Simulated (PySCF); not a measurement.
Molecule: SMILES C#C. Atoms near the plane z = 0.0 Å, at the CAM-B3LYP/def2-SVP optimised geometry (x, y, z in Å): C1 (0.6, 0.0, 0.0), C2 (-0.6, 0.0, 0.0), H3 (1.7, 0.0, 0.0), H4 (-1.7, 0.0, 0.0).

Computed with PySCF with CAM-B3LYP/def2-TZVP. Cells within 0.4 Å of a nucleus heavier than hydrogen are left out (blank, or x). The values are rescaled to run from 0 to 1.

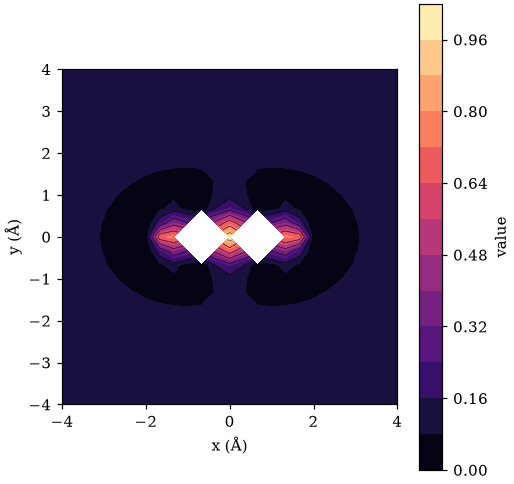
a field on the plane z = 0.0 Å.

Problem. Which quantity is mapped?
A. electron localisation function
B. deformation density (molecule minus spherical neutral atoms)
C. electrostatic potential
D. an orbital amplitude

Solution. B, deformation density (molecule minus spherical neutral atoms). In full: deformation density (molecule minus spherical neutral atoms) (e/bohr³).
